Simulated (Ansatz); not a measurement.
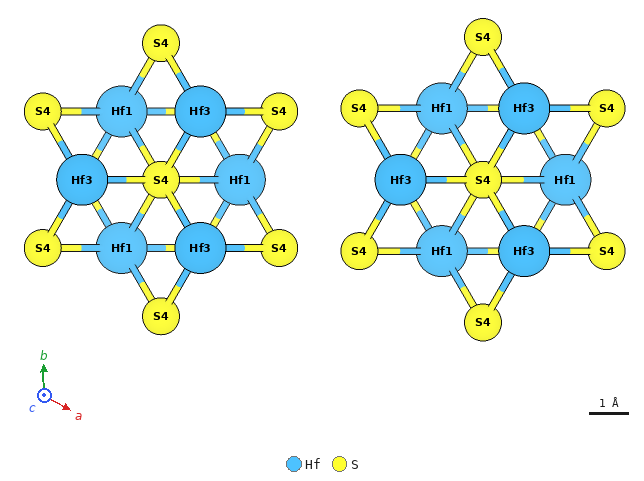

Two geometries of solid Hf$_{3}$S$_{2}$ (built on the tetradymite_166 type) (coarse preliminary run), drawn at one scale. One is the start of a relaxation, the other its converged end. A ball-and-stick model of the atoms within 4.2 Å of the atom that moves most (axes of the conventional cell (3 times the calculation's cell)), seen along the c axis. Lengths and directions refer to the drawn axes.

Theory: DFT PBE, scalar-relativistic, plane waves, PAW (Ansatz). Settings: plane-wave cutoff 420 eV; k-point mesh 6 × 6 × 6; occupations gaussian; smearing width 0.1 eV; no spin polarisation; cell and atoms relaxed; force threshold 0.04 eV/Å; at most 70 steps.

Q: Which geometry has the lower energy?

A: The left one is the relaxed one. Case: anti-tetradymite type (R-3m, No. 166). The energy falls by 128 meV per atom in 2 accepted moves (4 points after the start). Largest force component: 1.3 eV/Å at the start, 0.019 eV/Å at the end. The pressure goes from −9.17 to 0.23 GPa. The line search rejected the trial step at point 2 of the run. At 1 point the geometry stayed and the basis and grid were re-selected for the new cell (energy shift of 0.3 meV per atom at most each time). The largest moves relative to the cell, 0.15 Å, are those of S atoms. By element the largest moves are S 0.15 Å, Hf 0.09 Å. Cell: a = b 3.707 → 3.545 Å (−4.4 %), c 25.773 → 25.682 Å (−0.4 %). Volume −8.8 %. Some distances before and after: Hf–S 2.744 → 2.572 Å, Hf–S 2.598 → 2.556 Å. Among the angles between lasting bonds that change: Hf–S–Hf 175.8° → 179.5°, Hf–S–Hf 91.0° → 87.8°, S–Hf–S 85.0° → 87.1°. The space group stays R-3m (No. 166). Cost: 30 s on 1 thread of Intel(R) Xeon(R) 6975P-C (Granite Rapids), on a shared host, peak memory 0.5 GiB.
